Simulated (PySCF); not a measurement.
SMILES COCCc1ccccc1 at its GFN2-xTB optimised geometry (Å):

```
22

C     -1.9841    -3.6652     1.2799
O     -2.5557    -2.4381     1.6563
C     -1.7103    -1.3236     1.5053
C     -1.4766    -0.9041     0.0425
C     -0.7136     0.3869     0.0000
C     -1.3817     1.6049     0.0046
C     -0.6778     2.7958     0.0033
C      0.7066     2.7847     0.0017
C      1.3821     1.5764     0.0000
C      0.6756     0.3869     0.0000
H     -2.6859    -4.4375     1.5901
H     -1.8335    -3.7355     0.1968
H     -1.0223    -3.8250     1.7835
H     -0.7399    -1.5109     1.9908
H     -2.2136    -0.5113     2.0367
H     -2.4488    -0.7917    -0.4407
H     -0.9166    -1.6845    -0.4764
H     -2.4623     1.6180     0.0048
H     -1.2107     3.7355     0.0029
H      1.2569     3.7139     0.0002
H      2.4623     1.5608    -0.0025
H      1.2087    -0.5537    -0.0050
```

Level of theory: PBE/def2-SVP run with PySCF.

Map of the log10 of the electron density (e/bohr³), floored at −4 on the plane z = 0.8 Å:

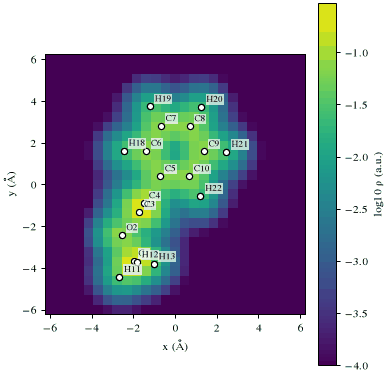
Figure: Log10 of the electron density (e/bohr³), floored at −4 on the plane z = 0.8 Å.
